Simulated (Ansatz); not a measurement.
## Electronic structure of ClH4INSi2 (SMILES Cl[SiH2]N[SiH]I) (doublet) in real space

```yaml
atoms:
  - { symbol: Cl, position_ang: [-2.8471, -3.9664, -0.9179] }
  - { symbol: I, position_ang: [2.2742, -0.4198, 1.1018] }
  - { symbol: N, position_ang: [-0.3508, -2.6594, 0.5229] }
  - { symbol: Si, position_ang: [-2.0837, -2.7532, 0.5791] }
  - { symbol: Si, position_ang: [0.6337, -1.5380, -0.3661] }
  - { symbol: H, position_ang: [-2.4899, -3.3567, 1.8749] }
  - { symbol: H, position_ang: [-2.6292, -1.3891, 0.3710] }
  - { symbol: H, position_ang: [0.1476, -3.4221, 0.9784] }
  - { symbol: H, position_ang: [-0.3122, -0.5115, -0.9118] }
```

Geometry: PBE0-D3(BJ)/def2-SVP; core potentials replace the inner electrons of I.

Level of theory: Ansatz 0.2.0, isolated molecule in a Gaussian basis; Kohn-Sham density functional theory, functional PBE0.

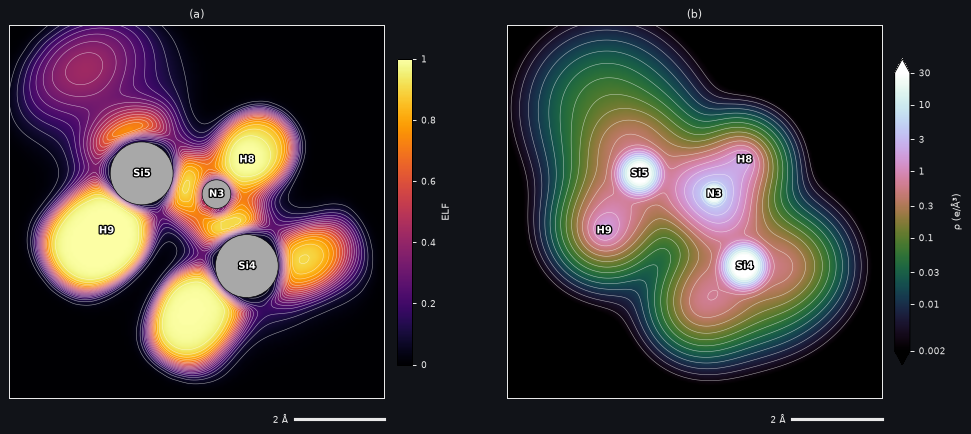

Figure 1. (a) electron localisation function; (b) electron density on the plane of atoms Si4, N3 and H8. Grey discs cover the atomic cores in the ELF map.

> What do the fields say about this system?

The plane passes through N, Si and H nuclei.
Si–N (1.74 Å): the density is about 1.1 e/Å³ at the midpoint; the ELF peaks at about 0.90 between the atoms: a polar covalent bond.
N–H (1.02 Å): ρ is about 2.7 e/Å³ halfway; the ELF climbs to about 1 towards the hydrogen, as it does in any bond to H; an ordinary covalent bond to hydrogen.
Si–H (1.50 Å): ρ is about 0.77 e/Å³ halfway; the ELF climbs to about 1 towards the hydrogen.

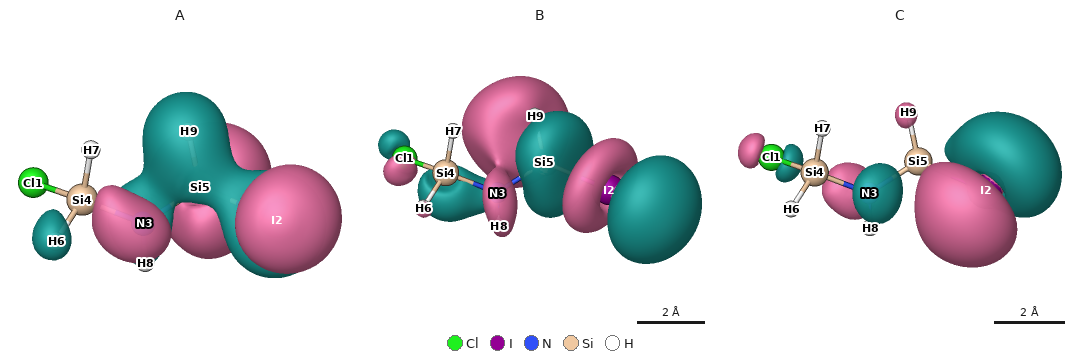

Figure 2. Three frontier orbitals at ±0.06 Å⁻³ᐟ² (teal and pink are the two phases), in no order.

> Order the three orbitals by energy and name them. All are α orbitals.

C is the HOMO−1 (α) (−7.85 eV). It lies mainly on I2 (about 85 %); largely a lone pair of I2. A is the HOMO (α) (−6.24 eV). By Hirshfeld shares it lies mainly on Si5 (about 55 %), I2 (about 25 %) and N3 (about 10 %). B is the LUMO (α) (−0.77 eV). Its weight (Hirshfeld) is mainly on Si5 (about 40 %) and I2 (about 40 %).

> What is the gap between the highest occupied and lowest empty α orbitals?

5.47 eV between the orbital energies.

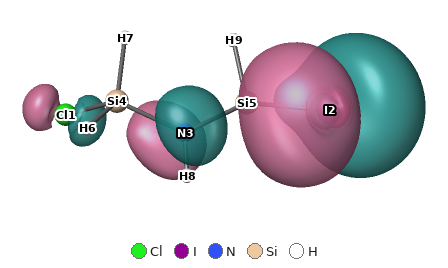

Figure 3. One frontier orbital at ±0.06 Å⁻³ᐟ² (teal and pink are the two phases), seen at a tilt.

> Which orbital is it: HOMO (β) or LUMO (β)?

The HOMO (β), at −7.77 eV. It lies mainly on I2 (about 85 %) and N3 (about 10 %); largely a lone pair of I2.
